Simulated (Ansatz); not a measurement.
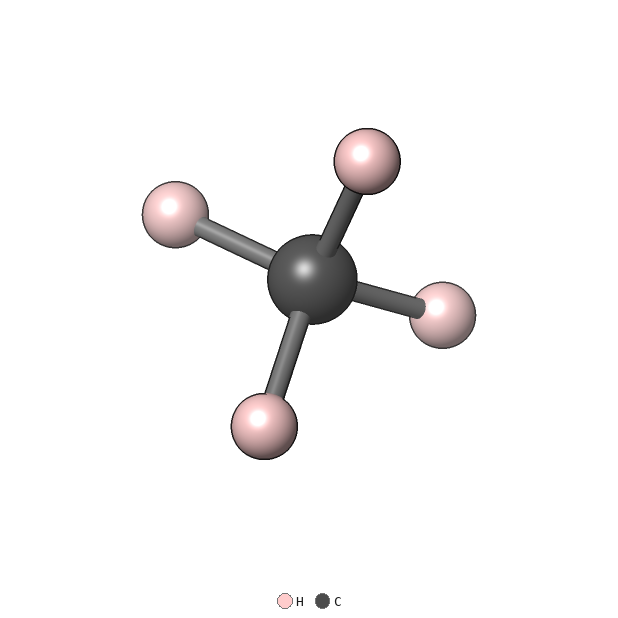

A ball-and-stick model of a molecule. Every bond is drawn as one stick, whatever its order.

The geometry was computed by an optimisation with PBE0-D4/def2-TZVP.

Description:

Formula CH4. This geometry has Td symmetry. Coordination: 1 C tetrahedral.

More results for the same structure follow; atom numbers are the same in all pictures, views and colours differ.

## Vibrations

Harmonic vibrations computed with RKS PBE0-D4/def2-TZVP (Ansatz 0.2.0) at a stationary point of the same level.

List the wavenumbers.

Answer. 9 modes: 1327, 1327, 1327, 1551, 1551, 3046, 3167, 3167, 3167 cm⁻¹.

## Electronic properties

Properties computed with RKS PBE0-D4/def2-TZVPP (Ansatz 0.2.0).

What does the calculation give?

- HOMO energy (Kohn–Sham orbital): −10.98 eV
- LUMO energy (Kohn–Sham orbital): 1.70 eV
- HOMO–LUMO gap: 12.68 eV

## Charges

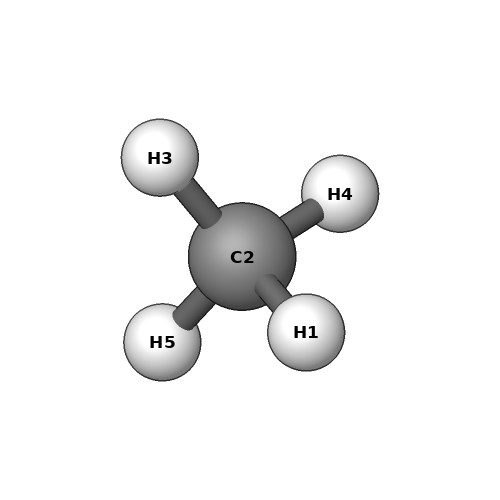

The questions are on Mulliken charges. Method: RKS PBE0-D4/def2-TZVP (Ansatz 0.2.0).

List the Mulliken charges.

```tsv
atom	value (e)
H1	0.13
C2	−0.53
H3	0.13
H4	0.13
H5	0.13
```

Mulliken values depend strongly on the basis set and can even reverse the polarity of a bond.
